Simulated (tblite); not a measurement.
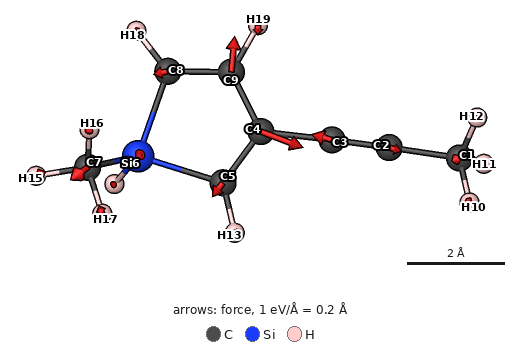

Starting geometry of C$_{8}$H$_{10}$Si with the computed forces as red arrows. Style: ball-and-stick. Shown at a tilt.

Computed with tblite 0.8.0, GFN2-xTB geometry optimisation, gas phase. 

What follows when this structure is relaxed?

It isn't relaxed: the largest force vector, on a C atom, is 4.82 eV/Å. The final displacements have little in common with the starting forces (cosine between the two patterns 0.17). The atom that moves furthest after the best rigid fit is an H atom (0.75 Å). Largest moves by element: H 0.75 Å, C 0.18 Å, Si 0.06 Å. Among the contacts that change: C–C 1.487 → 1.410 Å, C–C 1.390 → 1.467 Å, C–Si 1.822 → 1.899 Å, C–H 1.130 → 1.085 Å. Bond angles that change, for instance: C–C–H 130.7° → 121.5°, Si–C–H 121.2° → 129.1°, C–C–H 117.9° → 125.0°. Groups turn about C–Si by about 35°. After 103 geometry steps the energy has fallen by 62.5 kJ/mol. Cost: 0.68 s on 1 thread of Arm Neoverse V2, with other jobs on the host.
